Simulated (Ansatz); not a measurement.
# CH3Te (SMILES C[Te]) at 6 levels

Aim: a comparison of 6 runs (U-r2SCAN0/STO-3G, U-wB97X/STO-3G, UB2PLYP/STO-3G, UPBE/STO-3G, UCCSDT/STO-3G, UCCSD(T)/STO-3G) of CH3Te. 

The calculation is run with Ansatz 0.2.0.

74 further runs of the same task are left out: 22 that didn't finish, 52 set aside as unsound or not needed.

### Step 1. The molecule

CH3Te: 5 atoms, total charge 0, spin state doublet. SMILES: `C[Te]`. The Te2–C1 distance was set to 2.670 Å, away from the relaxed value.

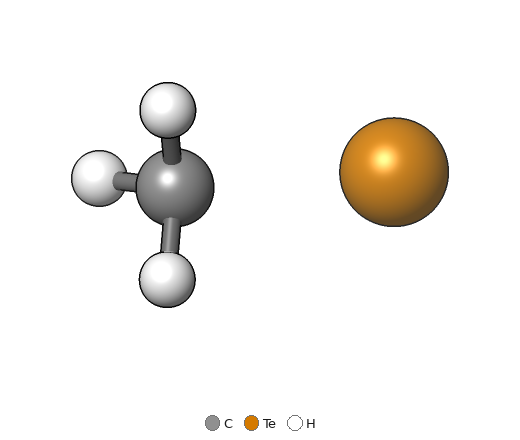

Viewed from a chosen angle; carbon grey, tellurium orange, hydrogen white.

### Step 2. The energy at U-r2SCAN0/STO-3G (run 1)

Input file molecule.yaml:

```yaml
crystal:
  periodic: [false, false, false]
  atoms:
    - {symbol: C, position_ang: [-0.732894, -0.117178, -0.020101]}
    - {symbol: Te, position_ang: [1.912000, 0.238200, 0.073400]}
    - {symbol: H, position_ang: [-0.985794, -1.125878, 0.297499]}
    - {symbol: H, position_ang: [-1.231494, 0.628322, 0.594799]}
    - {symbol: H, position_ang: [-1.027794, 0.018422, -1.061901]}
basis:
  gaussian:
    orbitals: STO-3G
magnetization:
  spin_polarized: true
  initial_magnetization: 1
hamiltonian:
  xc: {name: r2SCAN0}
accuracy: high
```

Command:

```
$ ansatz run molecule.yaml --threads 1 --pin off --max-ram 2610MiB --events-out events.jsonl --progress --plain --runs-dir runs
```

The log of the run:

```text
Warning: RAYON_NUM_THREADS=1 ignored (pool sized by the plan → 1); use --threads N
Functional definition: r2SCAN0
  name "r2SCAN0"
  parameter a = 0.25
  parameter k0 = 0.174
  parameter k1 = 0.065
  parameter a1 = 4.9479
  exchange = (1 - a)*r2scan_x(k0 = k0, k1 = k1, a1 = a1) + a*exact_x
  correlation = r2scan_c
468 factors; integrals over basis functions are off by at most 5.3e-9 eV
mean field evaluation 1: about -179292.1724 eV, gradient 5.7e0 eV
mean field evaluation 2: about -179291.6259 eV, gradient 1.0e1 eV
mean field evaluation 4: about -179292.5409 eV, gradient 2.9e-1 eV
mean field evaluation 8: about -179292.4885 eV, gradient 4.9e-2 eV
mean field evaluation 16: about -179292.4886 eV, gradient 4.2e-4 eV
mean field evaluation 32: about -179292.4869 eV, gradient 8.0e-3 eV
mean field -179292.48859505 eV, -6588.8774270546 hartree, gradient 7.2e-9 eV, S^2 0.801197; 4 other end points of the search recorded, 0 dependent functions left out
reference -179292.48859571 eV, -6588.8774270786 hartree; 31, 30 occupied and 4, 5 virtual orbitals, 468 factors
Total energy: -179292.48859571 eV, -6588.8774270786 hartree
```

Run time: 38 s. Hardware: 1 thread of Intel Xeon Platinum 8259CL at 2.50GHz (Skylake/Cascade Lake), shared host; peak memory 0.28 GiB.

### Step 3. A single-point energy at U-wB97X/STO-3G (run 2)

Input file job.yaml:

```yaml
crystal:
  periodic: [false, false, false]
  atoms:
    - symbol: C
      position_ang: [-0.732894, -0.117178, -0.020101]
    - symbol: Te
      position_ang: [1.912000, 0.238200, 0.073400]
    - symbol: H
      position_ang: [-0.985794, -1.125878, 0.297499]
    - symbol: H
      position_ang: [-1.231494, 0.628322, 0.594799]
    - symbol: H
      position_ang: [-1.027794, 0.018422, -1.061901]
basis:
  gaussian:
    orbitals: STO-3G
magnetization:
  spin_polarized: true
  initial_magnetization: 1
hamiltonian:
  xc: {name: wB97X}
accuracy: high
```

Command:

```
$ ansatz run job.yaml --threads 1 --pin off --max-ram 2610MiB --events-out events.jsonl --progress --plain --runs-dir runs
```

The log of the run, cut to the lines that bear on the results:

```text
Warning: RAYON_NUM_THREADS=1 ignored (pool sized by the plan → 1); use --threads N
Functional definition: wB97X
  name "wB97X"
[...]
      + exact_x_lr(omega)
[...]
      + integral(e_c_pw_opposite_spin*poly(b97_u_opposite, 1, cos1, cos2, cos3, cos4))
468 factors; integrals over basis functions are off by at most 5.3e-9 eV
144 factors; integrals over basis functions are off by at most 7.1e-10 eV
[...]
mean field -179289.36131854 eV, -6588.7625017624 hartree, gradient 1.2e-8 eV, S^2 0.789276; 4 other end points of the search recorded, 0 dependent functions left out
reference -179289.36131691 eV, -6588.7625017025 hartree; 31, 30 occupied and 4, 5 virtual orbitals, 468 factors
Total energy: -179289.36131691 eV, -6588.7625017025 hartree
```

Run time: 68 s. Hardware: 1 thread of Intel Xeon Platinum 8259CL at 2.50GHz (Skylake/Cascade Lake), shared host; peak memory 0.47 GiB.

Run 3 isn't shown in full; the table further down has it.

### Step 4. A single-point energy at UPBE/STO-3G (run 4)

Input file in.yaml:

```yaml
crystal:
  periodic: [false, false, false]
  atoms:
    - {symbol: C, position_ang: [-0.732894, -0.117178, -0.020101]}
    - {symbol: Te, position_ang: [1.912000, 0.238200, 0.073400]}
    - {symbol: H, position_ang: [-0.985794, -1.125878, 0.297499]}
    - {symbol: H, position_ang: [-1.231494, 0.628322, 0.594799]}
    - {symbol: H, position_ang: [-1.027794, 0.018422, -1.061901]}
basis:
  gaussian:
    orbitals: STO-3G
total_charge: 0
magnetization:
  spin_polarized: true
  initial_magnetization: 1
hamiltonian:
  xc: {name: PBE}
accuracy: high
```

Command:

```
$ ansatz run in.yaml --threads 1 --pin off --max-ram 2610MiB --events-out events.jsonl --progress --plain --runs-dir runs
```

The log of the run:

```text
Warning: RAYON_NUM_THREADS=1 ignored (pool sized by the plan → 1); use --threads N
Functional definition: PBE
  name "PBE"
  parameter kappa = 0.804
  parameter beta = 0.06672455060314922
  exchange = pbe_x(kappa = kappa, mu = beta*pi^2/3)
  correlation = pbe_c(beta = beta)
468 factors; integrals over basis functions are off by at most 5.3e-9 eV
mean field evaluation 1: about -179266.3127 eV, gradient 2.9e0 eV
mean field evaluation 2: about -179265.7338 eV, gradient 8.7e0 eV
mean field evaluation 4: about -179266.3969 eV, gradient 3.2e-1 eV
mean field evaluation 8: about -179266.3452 eV, gradient 1.3e-1 eV
mean field evaluation 16: about -179266.3462 eV, gradient 2.5e-4 eV
mean field evaluation 32: about -179266.3448 eV, gradient 1.2e-2 eV
mean field evaluation 64: about -179266.3460 eV, gradient 1.1e-3 eV
mean field -179266.34622171 eV, -6587.9167125542 hartree, gradient 6.2e-8 eV, S^2 0.755627; 4 other end points of the search recorded, 0 dependent functions left out
reference -179266.34622378 eV, -6587.9167126303 hartree; 31, 30 occupied and 4, 5 virtual orbitals, 468 factors
Total energy: -179266.34622378 eV, -6587.9167126303 hartree
```

Run time: 11 s. Hardware: 1 thread of Intel Xeon Platinum 8259CL at 2.50GHz (Skylake/Cascade Lake), shared host; peak memory 0.16 GiB.

Run 5 isn't shown in full; the table further down has it.

### Step 5. The energy at UCCSD(T)/STO-3G (run 6)

Input file molecule.yaml:

```yaml
crystal:
  periodic: [false, false, false]
  atoms:
    - symbol: C
      position_ang: [-0.732894, -0.117178, -0.020101]
    - symbol: Te
      position_ang: [1.912000, 0.238200, 0.073400]
    - symbol: H
      position_ang: [-0.985794, -1.125878, 0.297499]
    - symbol: H
      position_ang: [-1.231494, 0.628322, 0.594799]
    - symbol: H
      position_ang: [-1.027794, 0.018422, -1.061901]
basis:
  gaussian: {orbitals: STO-3G}
magnetization: {spin_polarized: true, initial_magnetization: 1}
correlation: {method: ccsd_t, frozen_orbitals: {C: 1, H: 0, Te: 18}}
accuracy: high
scf: {omitted_lower_state_checks: [cluster_reference, increment]}
```

Command:

```
$ ansatz run molecule.yaml --threads 1 --pin off --max-ram 2610MiB --events-out events.jsonl --progress --plain --runs-dir runs
```

The log of the run, cut to the lines that bear on the results:

```text
Warning: RAYON_NUM_THREADS=1 ignored (pool sized by the plan → 1); use --threads N
Functional definition: HF
  name "HF"
[...]
468 factors; integrals over basis functions are off by at most 5.3e-9 eV
[...]
mean field -179220.18022034 eV, -6586.2201432961 hartree, gradient 2.5e-8 eV, S^2 1.259421; 13 other end points of the search recorded, 0 dependent functions left out
19 core orbitals not correlated: weight in the atoms' cores, before any rotation towards them, 1.000 or more for the frozen orbitals, at most 0.000 for the correlated occupied ones
reference -179220.18022034 eV, -6586.2201432961 hartree; 12, 11 occupied and 4, 5 virtual orbitals, 468 factors
second order -1.44477282 eV of doubles, -0.00000000 eV of singles
cycle   1  -1.83979201 eV  change   -4.0e-1 eV  update   7.0e-2
[...]
cycle  40  -2.57309970 eV  change   3.7e-10 eV  update   2.3e-9
perturbative correction -0.01687167 eV, -0.0006200224 hartree
Total energy: -179222.77019170 eV, -6586.3153229882 hartree
Checks for a lower state left out: cluster_reference, increment
```

Run time: 4.8 s. Hardware: 1 thread of Intel Xeon Platinum 8259CL at 2.50GHz (Skylake/Cascade Lake), shared host; peak memory 0.12 GiB.

### Step 6. The series

```csv
run,level,frozen core orbitals,energy (Eh),⟨S²⟩,wall time
1,U-r2SCAN0/STO-3G,–,-6588.877427,0.801,38 s
2,U-wB97X/STO-3G,–,-6588.762502,0.789,68 s
3,UB2PLYP/STO-3G,19,-6588.029374,0.876,14 s
4,UPBE/STO-3G,–,-6587.916713,0.756,11 s
5,UCCSDT/STO-3G,19,-6586.315705,1.259,8.1 s
6,UCCSD(T)/STO-3G,19,-6586.315323,1.259,4.8 s
```

### Step 7. Outcome

| quantity | value |
| --- | --- |
| run 6: total energy | -6586.31532 Eh |
| run 6: correlation energy (19 core orbitals frozen) | -95.2 mEh |
| run 6: (T) correction | -0.62 mEh |
| run 6: ⟨S²⟩ of the reference determinant | 1.259 |
| run 6: T1 diagnostic | 0.049 |

Totals of different functionals can't be ranked against each other. In runs 1, 2, 3, 4, 5, 6 the basis is minimal, so the values are rough. In runs 1, 2, 3, 4, 5, 6 relativity is left out where basis or elements ask for it. Spin contamination of the reference: run 5 ⟨S²⟩ = 1.26, run 6 ⟨S²⟩ = 1.26, run 3 ⟨S²⟩ = 0.88. All runs together took 2.4 min, the longest 68 s.
